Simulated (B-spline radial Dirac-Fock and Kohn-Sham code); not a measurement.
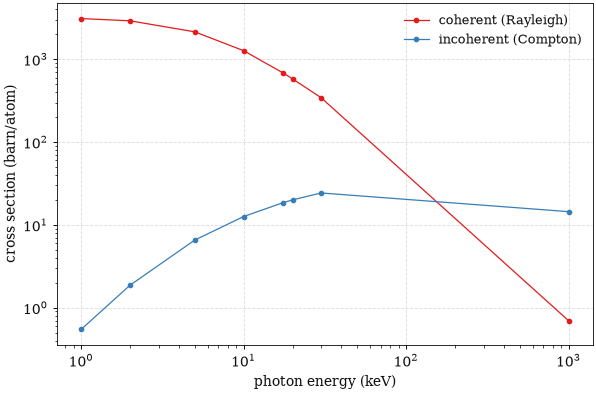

**Figure.** Coherent and incoherent photon scattering cross sections against photon energy, computed at the marked points and joined by straight lines. System: the ion Hf³⁺ ([Xe] 4f14 5d1), inside a Watson sphere of charge −3 and radius 2.7 Å that stands in for a crystal. Method: Thomson × f² and Klein–Nishina × S on Dirac–Fock densities, without anomalous dispersion (computed with a radial B-spline solver).

What can be read from it?

Coherent scattering falls from 3100 b at 1.00 keV to 0.697 b at 1.00 MeV. Incoherent scattering is largest at 30.0 keV among the points computed (24.3 b), and it overtakes the coherent part between 30.0 keV and 1.00 MeV.
